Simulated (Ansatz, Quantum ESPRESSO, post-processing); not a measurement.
# Work function of relaxed Ti(0001) under two functionals, part 3 of 3

Aim: the work function of the relaxed basal face of Ti, and how far the functional matters.

Quantum ESPRESSO 7.5; plane-wave DFT, PBE, GBRV ultrasoft pseudopotentials; geometry and cross-check by Ansatz 0.2.0 with PAW datasets.

So far. Step 2 (Geometry from Ansatz of (0001)): The relaxation lowers the energy by 18 meV an atom. Held were the atoms numbered 3 and 4; the forces quoted are those on the free ones.

**4. Potential by pp.x of (0001) (continued)**

The potential energy, planar mean oscillates, so the rows of the table below give means over windows of 2.31 Å about each position, cut where the curve ends. Its maxima inside the range that stand out by 2 % of the span (Å: eV): 9.2: -1.34, 11.5: -0.261, 13.9: -0.413, 16.2: -0.261, 18.5: -1.34. Its minima: 8.1: -19.4, 10.3: -19.3, 12.7: -19.3, 15.0: -19.3, 17.4: -19.3, 19.6: -19.4.

Electrostatic potential energy of an electron; zero at the Fermi level. Table of potential energy, planar mean by z; means over each step:

```
z (Å)  potential energy, planar mean (eV)
 1.16                                4.41
 3.46                                4.41
 5.77                                3.69
 8.08                               -9.00
10.39                               -8.85
12.70                               -8.80
15.01                               -8.80
17.32                               -8.85
19.63                               -8.99
21.94                                3.70
24.25                                4.41
26.56                                4.41
```

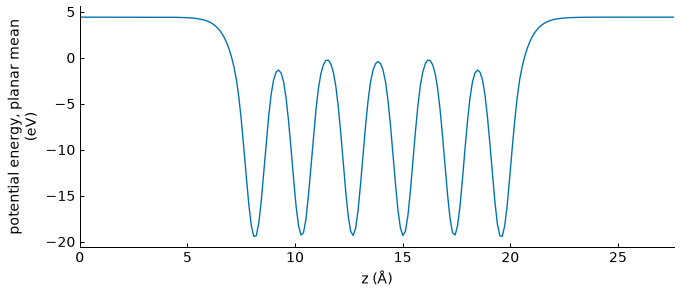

Potential energy, planar mean, plotted against z.

**5. Self-consistent run of (0001), PBEsol**

The same atoms under a second functional.

Level of this step: plane-wave DFT, PBEsol, GBRV ultrasoft pseudopotentials (Quantum ESPRESSO 7.5).

0001.pbesol.in

```
&control
  prefix = '0001.pbesol'
  outdir = './out'
  pseudo_dir = './pseudo'
  calculation = 'scf'
  tprnfor = .true.
/
&system
  ibrav = 0
  nat = 6
  ntyp = 1
  ecutwfc = 40
  ecutrho = 200
  occupations = 'smearing'
  smearing = 'mv'
  degauss = 0.02
/
&electrons
  conv_thr = 1e-07
  mixing_beta = 0.4
  electron_maxstep = 120
  mixing_mode = 'local-TF'
/
ATOMIC_SPECIES
  Ti  47.8670  ti_pbesol_v1.4.uspp.F.UPF
CELL_PARAMETERS angstrom
  2.95000000002073 0.00000000000000 0.00000000000000
  1.47500000001037 2.55477494118205 0.00000000000000
  0.00000000000000 0.00000000000000 27.71150000000000
ATOMIC_POSITIONS crystal
  Ti  0.666666666667 0.666666666667 0.293785339045
  Ti  0.000000000000 -0.000000000000 0.372034931735
  Ti  0.666666666667 0.666666666667 0.457737762300
  Ti  0.000000000000 0.000000000000 0.542262237700
  Ti  0.666666666667 0.666666666667 0.627965063962
  Ti  0.000000000000 -0.000000000000 0.706214661749
K_POINTS automatic
  12 12 1 0 0 0
```

Command:

```bash
$ OMP_NUM_THREADS=1 mpirun -n 2 pw.x -nk 2 -in 0001.pbesol.in > 0001.pbesol.out
```

What it wrote:

```text
[banner, memory and clock lines left out]
Program PWSCF v.7.5 starts
[...]
Message from routine setup:
[...]
number of electrons       =        72.00
     number of Kohn-Sham states=           43
     kinetic-energy cutoff     =      40.0000  Ry
     charge density cutoff     =     200.0000  Ry
[...]
number of k points=    19  Marzari-Vanderbilt smearing, width (Ry)=  0.0200
[...]
Dense  grid:    67483 G-vectors     FFT dimensions: (  27,  27, 240)
[...]
negative rho (up, down):  1.357E-02 0.000E+00
     Starting wfcs are   60 randomized atomic wfcs
[...]
negative rho (up, down):  1.602E-02 0.000E+00
[...]
estimated scf accuracy    <       3.99343068 Ry
[...]
negative rho (up, down):  2.847E-02 0.000E+00
[...]
estimated scf accuracy    <       1.69844966 Ry
[...]
negative rho (up, down):  2.400E-02 0.000E+00
[...]
estimated scf accuracy    <       0.08010179 Ry
[...]
negative rho (up, down):  2.337E-02 0.000E+00
[...]
estimated scf accuracy    <       0.01045986 Ry
[...]
negative rho (up, down):  2.135E-02 0.000E+00
[...]
estimated scf accuracy    <       0.00373630 Ry
[...]
negative rho (up, down):  1.931E-02 0.000E+00
[...]
estimated scf accuracy    <       0.00132580 Ry
[...]
negative rho (up, down):  1.907E-02 0.000E+00
[...]
estimated scf accuracy    <       0.00198562 Ry
[...]
negative rho (up, down):  1.541E-02 0.000E+00
[...]
estimated scf accuracy    <       0.00143773 Ry
[...]
negative rho (up, down):  1.243E-02 0.000E+00
[...]
estimated scf accuracy    <       0.00077894 Ry
[...]
negative rho (up, down):  9.604E-03 0.000E+00
[...]
estimated scf accuracy    <       0.00020301 Ry
[...]
negative rho (up, down):  9.399E-03 0.000E+00
[...]
estimated scf accuracy    <       0.00006238 Ry
[...]
negative rho (up, down):  8.940E-03 0.000E+00
[...]
estimated scf accuracy    <       0.00000600 Ry
[...]
negative rho (up, down):  8.872E-03 0.000E+00
[...]
estimated scf accuracy    <       0.00001236 Ry
[...]
negative rho (up, down):  8.807E-03 0.000E+00
[...]
estimated scf accuracy    <       0.00000902 Ry
[...]
negative rho (up, down):  8.790E-03 0.000E+00
[...]
estimated scf accuracy    <       0.00000014 Ry
[...]
negative rho (up, down):  8.780E-03 0.000E+00
[...]
estimated scf accuracy    <       0.00000182 Ry
[...]
negative rho (up, down):  8.778E-03 0.000E+00
[...]
estimated scf accuracy    <       0.00000014 Ry
[...]
negative rho (up, down):  8.777E-03 0.000E+00
[...]
the Fermi energy is     4.5075 ev
!    total energy              =    -714.71993889 Ry
     estimated scf accuracy    <       0.00000005 Ry
     smearing contrib. (-TS)   =      -0.00256802 Ry
     internal energy E=F+TS    =    -714.71737087 Ry
[...]
one-electron contribution =   -5634.87264735 Ry
     hartree contribution      =    2817.78308868 Ry
     xc contribution           =    -107.00937308 Ry
     ewald contribution        =    2209.38156088 Ry
     convergence has been achieved in  18 iterations
     negative rho (up, down):  8.777E-03 0.000E+00
[...]
Total force =     0.018933     Total SCF correction =     0.000595
[...]
```

The job ended after 78 s (2 MPI ranks of AMD EPYC 7R32 (Zen 2), shared host; peak memory 0.44 GiB; 2.6 min of CPU time).

Numbers from this step:

| Item | Value |
| --- | --- |
| free energy | -9724.2602 eV |
| Fermi energy | 4.508 eV |

**6. Potential by pp.x of (0001)**

0001.pbesol.pot.in

```
&inputpp
  prefix = '0001.pbesol'
  outdir = './out'
  filplot = '0001.pbesol.pot.dat'
  plot_num = 11
/
```

Command:

```bash
$ OMP_NUM_THREADS=1 mpirun -n 2 pp.x -in 0001.pbesol.pot.in > 0001.pbesol.pot.out
```

Wall time 1.6 s (2 MPI ranks); peak memory 0.14 GiB.

Numbers from this step:

| Item | Value |
| --- | --- |
| work function of the upper face | 4.476 eV |
| slope of the potential above | 0.001191 eV/Å |
| upper vacuum line continued to the top atoms, over the Fermi level | 4.470 eV |
| work function of the lower face | 4.477 eV |
| slope of the potential below | -8.86e-4 eV/Å |
| lower vacuum line continued to the bottom atoms, over the Fermi level | 4.472 eV |

On (0001) the work function under PBEsol lies +0.06 eV from PBE's.

**7. The series side by side**

All levels:

```
         level  work function (eV)  Ansatz, PBE (eV)  CPU time (s)
   (0001), PBE               4.413             4.372         153.7
(0001), PBEsol               4.476                 -         156.4
```

**8. Worked from the printed numbers**

For (0001) under PBE, on the run's own zero: φ = 9.016 − (4.603) = 4.413 eV.

**9. Outcome**

- work function of (0001), PBE: 4.41 eV
- work function of (0001), PBEsol: 4.48 eV

Under PBE the work function is 4.41 eV on (0001). PBEsol lies +0.06 eV from PBE on the same atoms. The top two spacings change by -7.4 and +1.4 % on (0001). Ansatz, with Fermi-Dirac smearing and its own datasets, agrees within 0.04 eV under PBE. The slabs are thin and unreconstructed, at the tabulated lattice constant; thickness and mesh leave some 0.05 to 0.1 eV open.

Calculation against experiment:

| quantity | measured | (0001), PBE |
| --- | --- | --- |
| work function, loosely compared (polycrystalline sample, no single face) (eV) | 4.33 | 4.41 (+0.08 eV) |

Measured values from arxiv:1902.07811 (2019).

**Verdict.** The work function, set beside that of the polycrystal, is off by +0.08 eV. A polycrystal averages over faces, so this is a loose comparison.

[Logs are printed without paths, hosts, clocks, repeated set-up lines and the standing remarks that a program may print on its own settings, such as how far it seeks lower states.]

[Hosts, paths, dates, database ids (printed as entryN), source tags and the programs' standing remarks are cut or masked in the printed files.]

[Maps of the electrostatic potential energy from Ansatz leave out the sawtooth potential of an applied field or a dipole correction, so their vacuum need not be flat; planar profiles and work functions include it.]
